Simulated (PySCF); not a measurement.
Molecule: Si(F)(OH)2(NH2), H₄FNO₂Si, SMILES O[Si](O)(N)F. Atoms near the plane z = 0.8 Å, at the PBE0/def2-SVP optimised geometry (x, y, z in Å): N1 (-0.5, 1.4, 0.0), Si2 (-0.1, -0.3, 0.0), O4 (-0.7, -1.1, 1.3), F5 (1.5, -0.3, 0.0), H6 (0.1, 2.0, 0.3), H7 (-1.5, 1.7, 0.2), H9 (-0.8, -2.0, 1.2).

Method: PBE0/def2-TZVP (PySCF 2.14.0). The values are rescaled to run from 0 to 1.

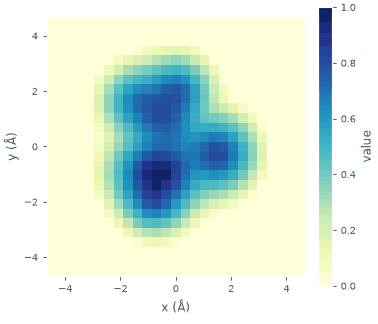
a field on the plane z = 0.8 Å.

Problem. Which quantity is mapped?
(A) deformation density (molecule minus spherical neutral atoms)
(B) log10 of the electron density
(C) an orbital amplitude
(D) electrostatic potential

Solution. B, log10 of the electron density. In full: log10 of the electron density (e/bohr³), floored at −4.
